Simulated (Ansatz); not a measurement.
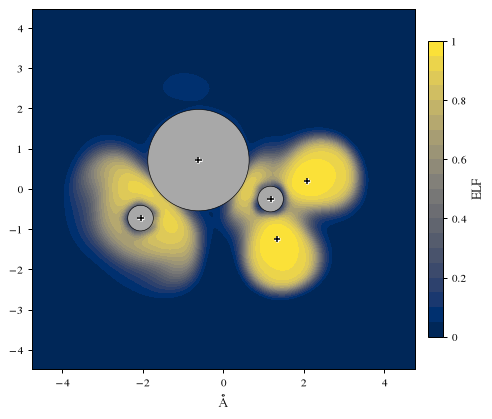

The ELF on a plane through atoms (crosses mark nuclei in the plane; grey discs cover the cores).

Theory: Ansatz 0.2.0, RKS B3LYP-D4/def2-SVP.

Candidates:
A. ClH₆HfN₃
B. GeH₄O₂

> Which candidate gave the map?

Candidate A: ClH₆HfN₃ on the plane of atoms N3, Hf1 and N9, which holds Hf, N and H. Hf–N (2.04 Å): the ELF peaks at about 0.90 in the valence shell of N, 0.6 Å from its nucleus, and is about 0.30 at the midpoint. N–H (1.02 Å): the ELF climbs to about 1 towards the hydrogen, as it does in any bond to H; a covalent bond by its length.
